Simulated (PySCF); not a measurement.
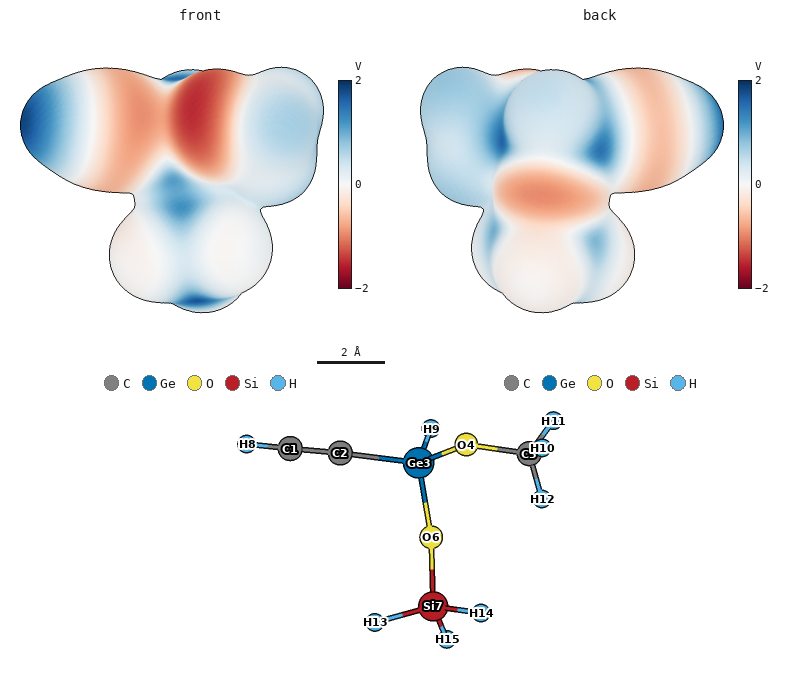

*C₃H₈GeO₂Si. The electrostatic potential painted on the density surface at 0.002 e/bohr³, seen from the front and from behind; red is negative and blue positive. The bare structure is drawn below in the same view.*

Geometry: GFN2-xTB.

Computed with wB97X-D/def2-SVPD, SCF density, gas phase (PySCF 2.14.0).

```tsv
atom	x (Å)	y (Å)	z (Å)
C	-1.2458	3.2349	-0.2657
C	-0.6797	2.2329	-0.6139
Ge	0.1549	0.6142	-1.1605
O	1.5180	0.4801	-0.0774
C	2.3535	-0.6442	0.1029
O	-0.9006	-0.7489	-0.9319
Si	-1.7602	-1.5740	0.1718
H	-1.7265	4.1209	0.0413
H	0.5060	0.5189	-2.6225
H	2.9239	-0.4709	1.0171
H	3.0459	-0.7583	-0.7348
H	1.7742	-1.5649	0.2095
H	-2.7232	-0.6809	0.8160
H	-0.8582	-2.1497	1.1752
H	-2.3866	-2.6022	-0.6548
```

Q: Which sites attract a positive test charge, and which a negative one?

A: A positive charge is drawn to the negative regions and a negative charge to the positive ones. The most negative region (about −1.5 V) lies over O4, the most positive (about +1.7 V) over H8. O4 is the likeliest acceptor of a hydrogen bond.
